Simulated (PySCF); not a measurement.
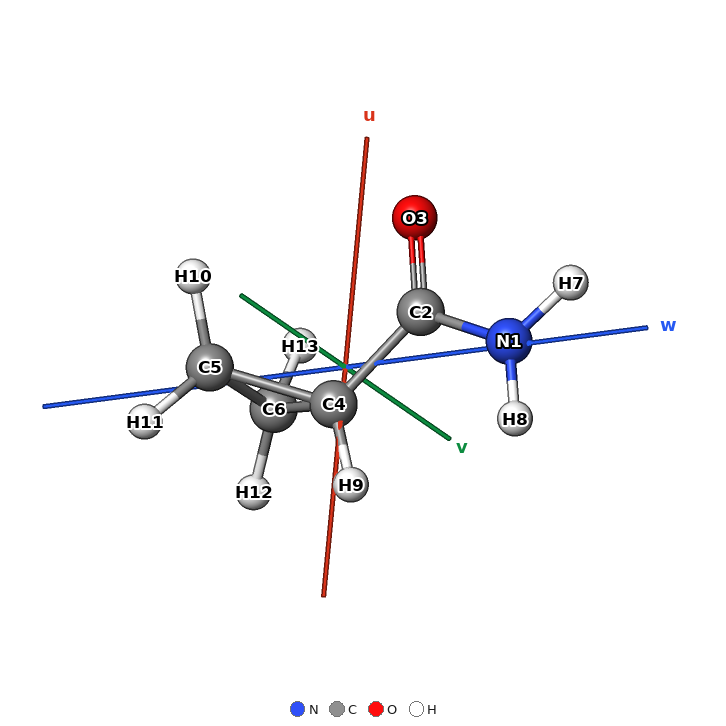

The lines u, v and w are the principal axes of the static dipole polarisability. The geometry was computed by an optimisation with GFN2-xTB. No frequency run is at hand to confirm it as a minimum. Method: CAM-B3LYP/def2-SVPD (PySCF 2.14.0).

Along which axis is the molecule most polarisable, and along which least?

Answer. Most along w (close to the long direction N1···C6), least along v (nearly parallel to the C5–C6 bond).

Give the three principal values.

Answer. u 55.8, v 48.0, w 67.9 bohr³; mean 57.2, anisotropy 17.4 bohr³.
